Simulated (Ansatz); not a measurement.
A series of calculations on BH5SO

Part 1: Relaxation

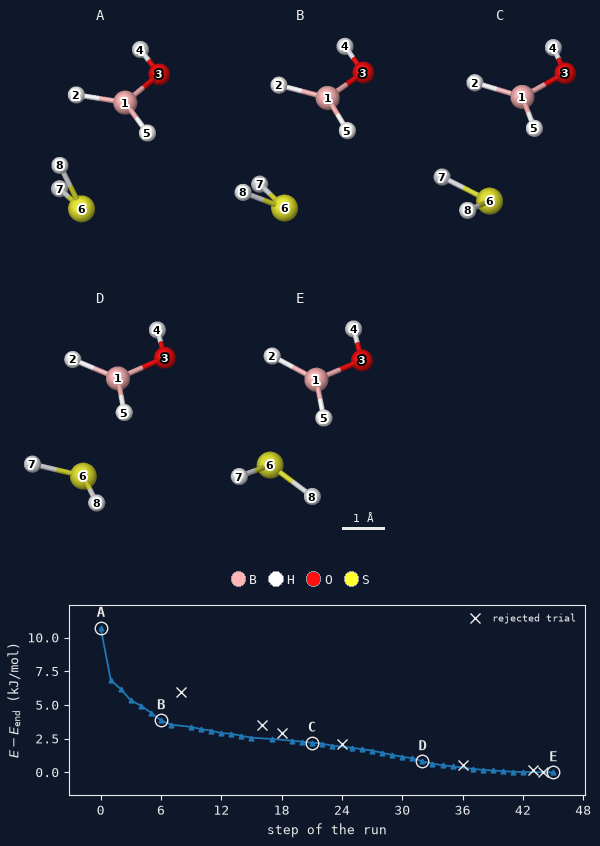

Frames of a relaxation of BH5SO, marked on the history of the run. Style: ball-and-stick. Shown from a free direction.

The run prepares an end point of a later path (reaction) calculation, from a guessed geometry.

Computed with RKS PBE/def2-SVP in Ansatz 0.2.0. (no spin polarisation; force threshold 0.03 eV/Å; at most 50 steps)

Q: Describe the path.

A: H8 moves most after the best rigid fit: 1.96 Å. Largest moves by element: H 1.96 Å, S 0.96 Å, B 0.27 Å, O 0.15 Å. Among the contacts that change: S6–H8 1.385 → 1.361 Å, B1–H2 1.205 → 1.223 Å, B1–O3 1.357 → 1.363 Å. Among the angles between lasting bonds that change: B1–O3–H4 114.2° → 112.0°. After 38 accepted moves (45 points after the start) the energy has fallen by 10.7 kJ/mol. Largest force component: 0.57 eV/Å at the start, 0.005 eV/Å at the end. The line search rejected the trial steps at points 8, 16, 18, 24, 36, 43, 44 of the run. The forces were under the threshold at step 15, but the run went on from there. Cost: 75 s on 1 thread of Arm Neoverse V1 (shared host), peak memory 0.13 GiB. From step 0 to 6: H8 moves most (0.77 Å), energy −6.86 kJ/mol. From step 6 to 21: H8 moves most (0.68 Å), energy −1.66 kJ/mol. From step 21 to 32: H8 moves most (0.66 Å), energy −1.38 kJ/mol. From step 32 to 45: H atoms move most (0.52 Å), energy −0.82 kJ/mol.

```json
{"step": "0", "E − E(0), kJ/mol": "0.00", "largest force component, eV/Å": "0.5723", "note": ""}
{"step": "1", "E − E(0), kJ/mol": "-3.87", "largest force component, eV/Å": "0.2883", "note": ""}
{"step": "2", "E − E(0), kJ/mol": "-4.55", "largest force component, eV/Å": "0.2894", "note": ""}
{"step": "3", "E − E(0), kJ/mol": "-5.39", "largest force component, eV/Å": "0.2690", "note": ""}
{"step": "4", "E − E(0), kJ/mol": "-5.77", "largest force component, eV/Å": "0.3351", "note": ""}
{"step": "5", "E − E(0), kJ/mol": "-6.30", "largest force component, eV/Å": "0.1714", "note": ""}
{"step": "6", "E − E(0), kJ/mol": "-6.86", "largest force component, eV/Å": "0.0891", "note": ""}
{"step": "7", "E − E(0), kJ/mol": "-7.19", "largest force component, eV/Å": "0.1264", "note": ""}
{"step": "8", "E − E(0), kJ/mol": "-4.73", "largest force component, eV/Å": "0.9314", "note": "rejected"}
{"step": "9", "E − E(0), kJ/mol": "-7.35", "largest force component, eV/Å": "0.0511", "note": ""}
{"step": "10", "E − E(0), kJ/mol": "-7.52", "largest force component, eV/Å": "0.1573", "note": ""}
{"step": "12", "E − E(0), kJ/mol": "-7.81", "largest force component, eV/Å": "0.0433", "note": ""}
{"step": "14", "E − E(0), kJ/mol": "-8.01", "largest force component, eV/Å": "0.0649", "note": ""}
{"step": "16", "E − E(0), kJ/mol": "-7.20", "largest force component, eV/Å": "0.6005", "note": "rejected"}
{"step": "17", "E − E(0), kJ/mol": "-8.24", "largest force component, eV/Å": "0.1281", "note": ""}
{"step": "19", "E − E(0), kJ/mol": "-8.37", "largest force component, eV/Å": "0.0295", "note": ""}
{"step": "21", "E − E(0), kJ/mol": "-8.53", "largest force component, eV/Å": "0.1297", "note": ""}
{"step": "23", "E − E(0), kJ/mol": "-8.74", "largest force component, eV/Å": "0.1365", "note": ""}
{"step": "25", "E − E(0), kJ/mol": "-8.90", "largest force component, eV/Å": "0.0361", "note": ""}
{"step": "27", "E − E(0), kJ/mol": "-9.11", "largest force component, eV/Å": "0.1304", "note": ""}
{"step": "28", "E − E(0), kJ/mol": "-9.28", "largest force component, eV/Å": "0.1306", "note": ""}
{"step": "30", "E − E(0), kJ/mol": "-9.57", "largest force component, eV/Å": "0.1349", "note": ""}
{"step": "32", "E − E(0), kJ/mol": "-9.90", "largest force component, eV/Å": "0.0795", "note": ""}
{"step": "34", "E − E(0), kJ/mol": "-10.19", "largest force component, eV/Å": "0.0905", "note": ""}
{"step": "36", "E − E(0), kJ/mol": "-10.19", "largest force component, eV/Å": "0.2592", "note": "rejected"}
{"step": "38", "E − E(0), kJ/mol": "-10.54", "largest force component, eV/Å": "0.0899", "note": ""}
{"step": "39", "E − E(0), kJ/mol": "-10.58", "largest force component, eV/Å": "0.1009", "note": ""}
{"step": "41", "E − E(0), kJ/mol": "-10.68", "largest force component, eV/Å": "0.0665", "note": ""}
{"step": "43", "E − E(0), kJ/mol": "-10.52", "largest force component, eV/Å": "0.2669", "note": "rejected"}
{"step": "45", "E − E(0), kJ/mol": "-10.72", "largest force component, eV/Å": "0.0050", "note": ""}
```

Part 2: Relaxation

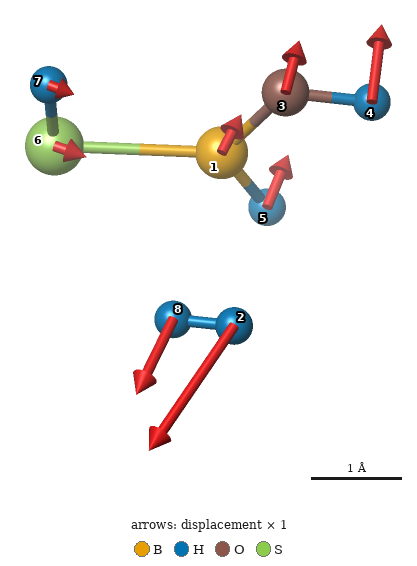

A relaxation of BH5SO. The starting structure is drawn; red arrows show the displacements, at their true length. The two geometries are superimposed by the best rigid fit.

Style: ball-and-stick. Shown at a tilt.

The run prepares an end point of a later path (reaction) calculation, from a guessed geometry.

Theory: RKS PBE/def2-SVP (Ansatz).

The input:
```yaml
crystal:
  periodic: [false, false, false]
  atoms:
    - { symbol: B, position_ang: [0.081335, 0.586708, -0.165954] }
    - { symbol: H, position_ang: [-0.058807, -0.572425, 1.928943] }
    - { symbol: O, position_ang: [1.333519, 0.072254, -0.295426] }
    - { symbol: H, position_ang: [1.325887, -0.811249, -0.70585] }
    - { symbol: H, position_ang: [-0.918065, 0.034366, -0.569452] }
    - { symbol: S, position_ang: [-0.13915, 2.277829, 0.58339] }
    - { symbol: H, position_ang: [1.173224, 2.422218, 0.921507] }
    - { symbol: H, position_ang: [-0.296242, 0.103598, 2.016043] }
basis:
  gaussian: { orbitals: def2-SVP }
hamiltonian:
  xc: pbe
relax:
  f_tol: 0.03
  max_steps: 50
output:
  orbitals: {}
```

Run as
```bash
ansatz run input.yaml --threads 1 --pin off --max-ram 2048MiB --backend cpu --events-out ev --progress --plain --runs-dir out
```

> What happened in the run?

Over 20 accepted moves (22 points after the start) the energy falls by 24.8 kJ/mol. The largest force component goes from 1.9 to 0.019 eV/Å. The line search rejected the trial steps at points 9, 12 of the run. The forces were under the threshold at step 10, but the run went on from there. The atom that moves furthest after the best rigid fit is H2 (1.81 Å). By element the largest moves are H 1.81 Å, O 0.67 Å, B 0.53 Å, S 0.38 Å. Among the contacts that change: B1–S6 1.863 → 1.812 Å, H2–H8 0.722 → 0.771 Å, B1–H5 1.211 → 1.218 Å. The run took 38 s on 1 thread of Arm Neoverse V1 (shared host), peak memory 0.13 GiB.

Limits of the set-up: the start holds two separate molecules, 2.3 Å apart at their closest, whose relative position is a soft coordinate and is computed without a dispersion correction.

Part 3: Path

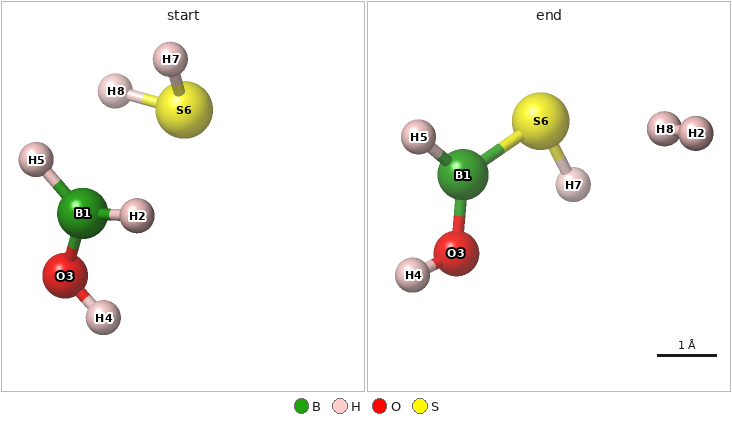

The two relaxed end points of a path for BH$_{5}$SO, made up at the start of BH$_{3}$O and H$_{2}$S. The picture is a ball-and-stick view, seen from a free direction.

All numbers below come from RKS PBE/def2-SVP in Ansatz 0.2.0.

Run with 7 movable images; climbing image; force threshold 0.03 eV/Å; iteration limit 60.

Start:
```xyz
8

B     0.2180   -0.4577    0.1616
H     0.9750   -0.9073    1.0098
O     0.6123   -0.3009   -1.1334
H     1.5570   -0.5035   -1.2548
H    -0.9649   -0.2638    0.3831
S     0.6526    2.2653    1.4108
H    -0.0705    1.6824    2.4056
H    -0.4778    2.5990    0.7305
```

End:
```xyz
8

B    -0.1436    0.3942   -0.5757
H     0.7079   -0.0254    3.8401
O     1.0505    0.2443   -1.2160
H     1.0569   -0.5345   -1.8011
H    -1.0811   -0.3672   -0.7335
S    -0.3943    1.7755    0.5704
H     0.8549    2.3060    0.4279
H     0.4505    0.3203    3.2012
```

> Predict the minimum-energy path and its barrier.

Forward barrier 0.78 eV, backward barrier 1.38 eV, with image 4 at the top; the reaction energy is −0.60 eV. Breaking: B1–H2 (1.22 → 1.34 at the top → 4.52 Å), S6–H8 (1.36 → 1.66 at the top → 3.12 Å). Forming: B1–S6 (3.03 → 2.12 at the top → 1.81 Å), H2–H8 (3.81 → 1.08 at the top → 0.77 Å). The band is converged.

Energies of the converged images:

```
image  path (Å)  E (eV)
    0      0.00   0.000
    1      1.25   0.012
    2      2.50   0.027
    3      3.74   0.075
    4      4.99   0.780
    5      6.22  -0.349
    6      7.45  -0.491
    7      8.68  -0.595
    8      9.92  -0.601
```

The geometry at the top of the path:

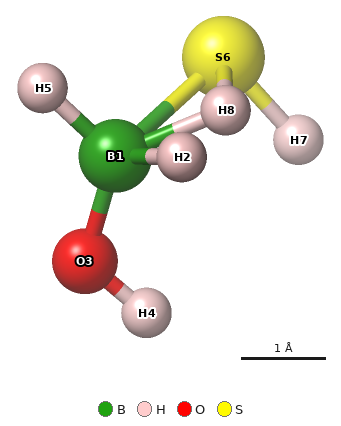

Limits of the set-up: the start holds two separate molecules, 2.9 Å apart at their closest, whose relative position is a soft coordinate and is computed without a dispersion correction.

Cost: 5.3 min on 1 thread of Arm Neoverse V1, with other jobs on the host, peak memory 0.12 GiB.
